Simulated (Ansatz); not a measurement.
# Run report: Si$_{2}$NH$_{9}$O, nudged elastic band (part 1 of 2)

System: Si$_{2}$NH$_{9}$O.
Method: RHF/6-31G* (Ansatz 0.2.0).

It belongs to a series of runs on one base structure; here: band between the two ends. Figures and captions count atoms from 1; the log counts them from 0 in places.

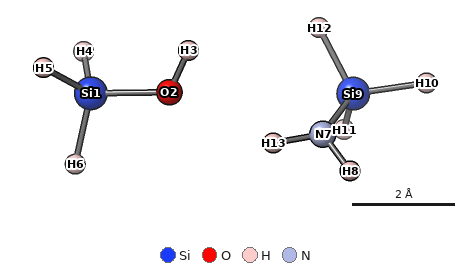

**Figure 1.** The starting structure (ball-and-stick view, seen at a tilt; atoms are numbered from 1 in the order of the input).

### Input
```yaml
crystal:
  periodic: [false, false, false]
  atoms:
    - { symbol: Si, position_ang: [-0.808878, 0.91903, -0.215889] }
    - { symbol: O, position_ang: [-0.135421, -0.217083, 0.780058] }
    - { symbol: H, position_ang: [0.083561, 0.026896, 1.669449] }
    - { symbol: H, position_ang: [0.099885, 2.064946, -0.412536] }
    - { symbol: H, position_ang: [-2.076169, 1.428818, 0.343366] }
    - { symbol: H, position_ang: [-1.060024, 0.250924, -1.49983] }
    - { symbol: "N", position_ang: [1.611089, -2.711336, 1.624198] }
    - { symbol: H, position_ang: [1.544243, -3.707226, 1.597515] }
    - { symbol: Si, position_ang: [3.156789, -1.954892, 1.613225] }
    - { symbol: H, position_ang: [4.057579, -2.747285, 2.475247] }
    - { symbol: H, position_ang: [3.809372, -1.829361, 0.287049] }
    - { symbol: H, position_ang: [3.02904, -0.584783, 2.156013] }
    - { symbol: H, position_ang: [0.849331, -2.278648, 1.141734] }
basis:
  gaussian: { orbitals: "6-31G*" }
hamiltonian:
  xc: hf
neb:
  order_check: false
  images: 5
  f_tol: 0.05
  max_iterations: 60
  final_atoms:
    - { symbol: Si, position_ang: [0.5374309, -0.11153841, -0.536341] }
    - { symbol: O, position_ang: [-0.64005074, -0.69169476, 2.91374233] }
    - { symbol: H, position_ang: [-1.35798409, -1.30466087, 2.99326667] }
    - { symbol: H, position_ang: [1.10325646, -0.04007804, -1.90092911] }
    - { symbol: H, position_ang: [0.76012985, 1.18013749, 0.12857997] }
    - { symbol: H, position_ang: [-0.90326481, -0.39744248, -0.66327719] }
    - { symbol: "N", position_ang: [1.26630064, -1.36645351, 0.43344129] }
    - { symbol: H, position_ang: [0.96016054, -2.29081323, 0.18996305] }
    - { symbol: Si, position_ang: [2.80096671, -1.33078097, 1.26171814] }
    - { symbol: H, position_ang: [3.93163123, -1.69868172, 0.38266488] }
    - { symbol: H, position_ang: [3.01943335, 0.03496185, 1.76151355] }
    - { symbol: H, position_ang: [2.76911156, -2.29458391, 2.37692098] }
    - { symbol: H, position_ang: [-0.08672461, -1.02837144, 2.21833544] }
  initial_path:
    images:
      - { positions_ang: [[-0.808878, 0.91903, -0.215889], [-0.135421, -0.217083, 0.780058], [0.083561, 0.026896, 1.669449], [0.099885, 2.064946, -0.412536], [-2.076169, 1.428818, 0.343366], [-1.060024, 0.250924, -1.49983], [1.611089, -2.711336, 1.624198], [1.544243, -3.707226, 1.597515], [3.156789, -1.954892, 1.613225], [4.057579, -2.747285, 2.475247], [3.809372, -1.829361, 0.287049], [3.02904, -0.584783, 2.156013], [0.849331, -2.278648, 1.141734]] }
      - { positions_ang: [[-0.5480534, 0.61194918, -0.13355494], [-0.09299852, -0.16208392, 1.20684479], [-0.24707373, -0.10250735, 1.91234264], [0.51514082, 1.38981412, -0.43054618], [-1.63205785, 1.34774522, 0.08904109], [-0.93759711, -0.23135802, -1.15941926], [1.44800394, -2.36554769, 1.29894177], [1.26395726, -3.35390003, 1.26879902], [3.04656312, -1.78269331, 1.48948344], [3.8896369, -2.73170721, 2.03293639], [3.70386168, -1.36326023, 0.33202312], [2.95294095, -0.72116383, 2.31484922], [0.79807295, -1.87528692, 1.33785789]] }
      - { positions_ang: [[-0.2872288, 0.30486835, -0.05122088], [-0.05057603, -0.10708485, 1.63363159], [-0.57770846, -0.23191071, 2.15523629], [0.93039663, 0.71468224, -0.44855636], [-1.18794671, 1.26667244, -0.16528382], [-0.81517022, -0.71364004, -0.81900852], [1.28491888, -2.01975938, 0.97368554], [0.98367151, -3.00057405, 0.94008305], [2.93633725, -1.61049461, 1.36574188], [3.7216948, -2.71612942, 1.59062577], [3.59835136, -0.89715947, 0.37699725], [2.8768419, -0.85754467, 2.47368545], [0.74681489, -1.47192584, 1.53398177]] }
      - { positions_ang: [[-0.02640419, -0.00221247, 0.03111319], [-0.00815355, -0.05208577, 2.06041838], [-0.90834319, -0.36131406, 2.39812993], [1.34565245, 0.03955036, -0.46656655], [-0.74383556, 1.18559967, -0.41960872], [-0.69274334, -1.19592206, -0.47859778], [1.12183382, -1.67397107, 0.64842931], [0.70338577, -2.64724808, 0.61136707], [2.82611137, -1.43829592, 1.24200032], [3.55375269, -2.70055163, 1.14831516], [3.49284105, -0.4310587, 0.42197137], [2.80074285, -0.9939255, 2.63252167], [0.69555684, -1.06856476, 1.73010566]] }
      - { positions_ang: [[0.16154084, -0.03865445, -0.15803821], [-0.21878595, -0.26528876, 2.3448597], [-1.05822349, -0.675763, 2.59650884], [1.26485379, 0.01300756, -0.9446874], [-0.24251376, 1.18377894, -0.23687916], [-0.76291716, -0.9297622, -0.54015759], [1.16998942, -1.57146522, 0.57676663], [0.78897736, -2.52843647, 0.47089907], [2.81772982, -1.4024576, 1.24857292], [3.6797122, -2.36659499, 0.8930984], [3.33503848, -0.27571852, 0.86848543], [2.79019909, -1.42747831, 2.54732144], [0.43479635, -1.05516698, 1.89284892]] }
      - { positions_ang: [[0.34948587, -0.07509643, -0.3471896], [-0.42941834, -0.47849176, 2.62930101], [-1.20810379, -0.99021194, 2.79488776], [1.18405513, -0.01353524, -1.42280826], [0.25880805, 1.18195822, -0.05414959], [-0.83309099, -0.66360234, -0.60171739], [1.21814503, -1.46895937, 0.50510396], [0.87456895, -2.40962485, 0.33043106], [2.80934827, -1.36661928, 1.25514553], [3.80567172, -2.03263836, 0.63788164], [3.17723591, -0.12037833, 1.31499949], [2.77965533, -1.86103111, 2.46212121], [0.17403587, -1.04176921, 2.05559218]] }
      - { positions_ang: [[0.5374309, -0.11153841, -0.536341], [-0.64005074, -0.69169476, 2.91374233], [-1.35798409, -1.30466087, 2.99326667], [1.10325646, -0.04007804, -1.90092911], [0.76012985, 1.18013749, 0.12857997], [-0.90326481, -0.39744248, -0.66327719], [1.26630064, -1.36645351, 0.43344129], [0.96016054, -2.29081323, 0.18996305], [2.80096671, -1.33078097, 1.26171814], [3.93163123, -1.69868172, 0.38266488], [3.01943335, 0.03496185, 1.76151355], [2.76911156, -2.29458391, 2.37692098], [-0.08672461, -1.02837144, 2.21833544]] }
```

Command:
```bash
ansatz run input.yaml --threads 1 --pin off --max-ram 2048MiB --backend cpu --events-out ev --progress --plain --runs-dir out
```

### Log
```
Engine: ansatz 0.2.0, aarch64-unknown-linux-gnu
Functional definition: HF
  exchange = exact_x
  correlation = 0
947 factors; integrals over basis functions are off by at most 6.6e-4 eV
mean field evaluation 1: about -19382.1322 eV, gradient 4.2e1 eV
mean field evaluation 2: about -19382.2058 eV, gradient 4.2e1 eV
mean field evaluation 4: about -19385.8827 eV, gradient 3.1e0 eV
mean field evaluation 8: about -19385.9205 eV, gradient 2.0e-1 eV
mean field -19385.92063479 eV, -712.4194430794 hartree, gradient 1.8e-5 eV, S^2 0.000000; 0 other end points of the search recorded, 0 dependent functions left out
the calculation of the forces begins
reference -19385.92063479 eV, -712.4194430794 hartree; 26, 26 occupied and 60, 60 virtual orbitals, 947 factors
948 factors; integrals over basis functions are off by at most 7.0e-4 eV
mean field evaluation 16: about -19385.4251 eV, gradient 3.2e0 eV
mean field -19385.46489483 eV, -712.4026949451 hartree, gradient 1.4e-5 eV, S^2 0.000000; 0 other end points of the search recorded, 0 dependent functions left out
[... from here on the field's lines of each further geometry are left out, up to the last ...]
NEB iter   1: max|band force component| = 2.986e1 eV/Å  barrier→ = 5.4057 eV  barrier← = 4.9500 eV  Δτ_max = 0.1993 Å  (231 SCF iters)
NEB iter   2: max|band force component| = 2.669e0 eV/Å  barrier→ = 2.7858 eV  barrier← = 2.3300 eV  Δτ_max = 0.2000 Å  (152 SCF iters)
NEB iter   3: max|band force component| = 2.220e0 eV/Å  barrier→ = 2.0308 eV  barrier← = 1.5751 eV  Δτ_max = 0.2000 Å  (155 SCF iters)
NEB iter   4: max|band force component| = 1.396e0 eV/Å  barrier→ = 1.6720 eV  barrier← = 1.2163 eV  Δτ_max = 0.1972 Å  (152 SCF iters)
NEB iter   5: max|band force component| = 1.483e0 eV/Å  barrier→ = 1.2992 eV  barrier← = 0.8435 eV  Δτ_max = 0.1006 Å  (154 SCF iters)
NEB iter   6: max|band force component| = 1.870e0 eV/Å  barrier→ = 1.1203 eV  barrier← = 0.6645 eV  Δτ_max = 0.0513 Å  (155 SCF iters)
NEB iter   7: max|band force component| = 5.273e-1 eV/Å  barrier→ = 1.0417 eV  barrier← = 0.5859 eV  Δτ_max = 0.1009 Å  (158 SCF iters)
NEB iter   8: max|band force component| = 3.915e-1 eV/Å  barrier→ = 0.9116 eV  barrier← = 0.4559 eV  CI = image 4  Δτ_max = 0.0501 Å  (155 SCF iters)
NEB iter   9: max|band force component| = 4.062e-1 eV/Å  barrier→ = 0.9209 eV  barrier← = 0.4652 eV  CI = image 4  Δτ_max = 0.0500 Å  (152 SCF iters)
NEB iter  10: max|band force component| = 3.962e-1 eV/Å  barrier→ = 0.9128 eV  barrier← = 0.4570 eV  CI = image 4  Δτ_max = 0.0990 Å  (160 SCF iters)
NEB iter  11: max|band force component| = 3.964e-1 eV/Å  barrier→ = 0.8850 eV  barrier← = 0.4292 eV  CI = image 4  Δτ_max = 0.1004 Å  (157 SCF iters)
NEB iter  12: max|band force component| = 4.954e-1 eV/Å  barrier→ = 0.8978 eV  barrier← = 0.4420 eV  CI = image 4  Δτ_max = 0.0983 Å  (156 SCF iters)
NEB iter  13: max|band force component| = 6.136e-1 eV/Å  barrier→ = 0.9220 eV  barrier← = 0.4663 eV  CI = image 4  Δτ_max = 0.1889 Å  (149 SCF iters)
NEB iter  14: max|band force component| = 8.539e-1 eV/Å  barrier→ = 0.9519 eV  barrier← = 0.4962 eV  CI = image 3  Δτ_max = 0.1987 Å  (148 SCF iters)
NEB iter  15: max|band force component| = 1.749e0 eV/Å  barrier→ = 1.6011 eV  barrier← = 1.1454 eV  CI = image 3  Δτ_max = 0.1004 Å  (154 SCF iters)
NEB iter  16: max|band force component| = 1.727e0 eV/Å  barrier→ = 1.7508 eV  barrier← = 1.2951 eV  CI = image 3  Δτ_max = 0.2000 Å  (158 SCF iters)
NEB iter  17: max|band force component| = 1.220e0 eV/Å  barrier→ = 2.3665 eV  barrier← = 1.9108 eV  CI = image 3  Δτ_max = 0.1987 Å  (155 SCF iters)
NEB iter  18: max|band force component| = 7.079e-1 eV/Å  barrier→ = 2.4630 eV  barrier← = 2.0073 eV  CI = image 3  Δτ_max = 0.1998 Å  (147 SCF iters)
NEB iter  19: max|band force component| = 1.031e0 eV/Å  barrier→ = 2.5266 eV  barrier← = 2.0708 eV  CI = image 3  Δτ_max = 0.1012 Å  (149 SCF iters)
NEB iter  20: max|band force component| = 5.515e-1 eV/Å  barrier→ = 2.4882 eV  barrier← = 2.0325 eV  CI = image 3  Δτ_max = 0.0998 Å  (150 SCF iters)
NEB iter  21: max|band force component| = 4.273e-1 eV/Å  barrier→ = 2.4575 eV  barrier← = 2.0018 eV  CI = image 3  Δτ_max = 0.0999 Å  (148 SCF iters)
NEB iter  22: max|band force component| = 2.392e-1 eV/Å  barrier→ = 2.4438 eV  barrier← = 1.9881 eV  CI = image 3  Δτ_max = 0.0997 Å  (149 SCF iters)
NEB iter  23: max|band force component| = 2.771e-1 eV/Å  barrier→ = 2.4374 eV  barrier← = 1.9817 eV  CI = image 3  Δτ_max = 0.0501 Å  (152 SCF iters)
NEB iter  24: max|band force component| = 1.021e-1 eV/Å  barrier→ = 2.4352 eV  barrier← = 1.9794 eV  CI = image 3  Δτ_max = 0.1001 Å  (144 SCF iters)
NEB iter  25: max|band force component| = 9.280e-2 eV/Å  barrier→ = 2.4329 eV  barrier← = 1.9771 eV  CI = image 3  Δτ_max = 0.0984 Å  (150 SCF iters)
NEB iter  26: max|band force component| = 1.083e-1 eV/Å  barrier→ = 2.4307 eV  barrier← = 1.9750 eV  CI = image 3  Δτ_max = 0.0501 Å  (151 SCF iters)
NEB iter  27: max|band force component| = 8.917e-2 eV/Å  barrier→ = 2.4276 eV  barrier← = 1.9718 eV  CI = image 3  Δτ_max = 0.0506 Å  (160 SCF iters)
NEB iter  28: max|band force component| = 1.251e-1 eV/Å  barrier→ = 2.4234 eV  barrier← = 1.9677 eV  CI = image 3  Δτ_max = 0.0252 Å  (158 SCF iters)
NEB iter  29: max|band force component| = 1.367e-1 eV/Å  barrier→ = 2.4204 eV  barrier← = 1.9646 eV  CI = image 3  Δτ_max = 0.0251 Å  (145 SCF iters)
NEB iter  30: max|band force component| = 1.548e-1 eV/Å  barrier→ = 2.4172 eV  barrier← = 1.9614 eV  CI = image 3  Δτ_max = 0.0501 Å  (145 SCF iters)
NEB iter  31: max|band force component| = 1.851e-1 eV/Å  barrier→ = 2.4096 eV  barrier← = 1.9538 eV  CI = image 3  Δτ_max = 0.1028 Å  (144 SCF iters)
NEB iter  32: max|band force component| = 2.726e-1 eV/Å  barrier→ = 2.3904 eV  barrier← = 1.9346 eV  CI = image 3  Δτ_max = 0.2000 Å  (156 SCF iters)
NEB iter  33: max|band force component| = 4.479e-1 eV/Å  barrier→ = 2.3402 eV  barrier← = 1.8845 eV  CI = image 3  Δτ_max = 0.2000 Å  (155 SCF iters)
NEB iter  34: max|band force component| = 5.208e-1 eV/Å  barrier→ = 2.2858 eV  barrier← = 1.8300 eV  CI = image 3  Δτ_max = 0.2000 Å  (157 SCF iters)
NEB iter  35: max|band force component| = 4.272e-1 eV/Å  barrier→ = 2.2541 eV  barrier← = 1.7983 eV  CI = image 3  Δτ_max = 0.2000 Å  (154 SCF iters)
NEB iter  36: max|band force component| = 2.250e0 eV/Å  barrier→ = 2.2797 eV  barrier← = 1.8240 eV  CI = image 3  Δτ_max = 0.1051 Å  (156 SCF iters)
NEB iter  37: max|band force component| = 6.381e-1 eV/Å  barrier→ = 2.2972 eV  barrier← = 1.8414 eV  CI = image 3  Δτ_max = 0.2000 Å  (155 SCF iters)
NEB iter  38: max|band force component| = 4.508e-1 eV/Å  barrier→ = 2.2741 eV  barrier← = 1.8184 eV  CI = image 3  Δτ_max = 0.1109 Å  (154 SCF iters)
NEB iter  39: max|band force component| = 3.217e-1 eV/Å  barrier→ = 2.2835 eV  barrier← = 1.8278 eV  CI = image 3  Δτ_max = 0.1978 Å  (158 SCF iters)
NEB iter  40: max|band force component| = 3.586e-1 eV/Å  barrier→ = 2.2902 eV  barrier← = 1.8345 eV  CI = image 3  Δτ_max = 0.1892 Å  (150 SCF iters)
NEB iter  41: max|band force component| = 3.944e-1 eV/Å  barrier→ = 2.2900 eV  barrier← = 1.8343 eV  CI = image 3  Δτ_max = 0.1579 Å  (150 SCF iters)
NEB iter  42: max|band force component| = 5.881e-1 eV/Å  barrier→ = 2.2867 eV  barrier← = 1.8309 eV  CI = image 3  Δτ_max = 0.1534 Å  (158 SCF iters)
NEB iter  43: max|band force component| = 7.041e-1 eV/Å  barrier→ = 2.1890 eV  barrier← = 1.7333 eV  CI = image 3  Δτ_max = 0.1969 Å  (148 SCF iters)
NEB iter  44: max|band force component| = 9.005e-1 eV/Å  barrier→ = 1.9729 eV  barrier← = 1.5172 eV  CI = image 3  Δτ_max = 0.0996 Å  (149 SCF iters)
NEB iter  45: max|band force component| = 9.173e-1 eV/Å  barrier→ = 1.9078 eV  barrier← = 1.4521 eV  CI = image 3  Δτ_max = 0.1970 Å  (151 SCF iters)
NEB iter  46: max|band force component| = 8.046e-1 eV/Å  barrier→ = 1.7997 eV  barrier← = 1.3440 eV  CI = image 3  Δτ_max = 0.1995 Å  (150 SCF iters)
NEB iter  47: max|band force component| = 7.342e-1 eV/Å  barrier→ = 1.8460 eV  barrier← = 1.3902 eV  CI = image 3  Δτ_max = 0.1993 Å  (152 SCF iters)
NEB iter  48: max|band force component| = 8.736e-1 eV/Å  barrier→ = 2.0205 eV  barrier← = 1.5648 eV  CI = image 3  Δτ_max = 0.2000 Å  (151 SCF iters)
NEB iter  49: max|band force component| = 1.310e0 eV/Å  barrier→ = 2.3446 eV  barrier← = 1.8889 eV  CI = image 3  Δτ_max = 0.1008 Å  (148 SCF iters)
NEB iter  50: max|band force component| = 1.771e0 eV/Å  barrier→ = 2.4249 eV  barrier← = 1.9692 eV  CI = image 3  Δτ_max = 0.1000 Å  (150 SCF iters)
```
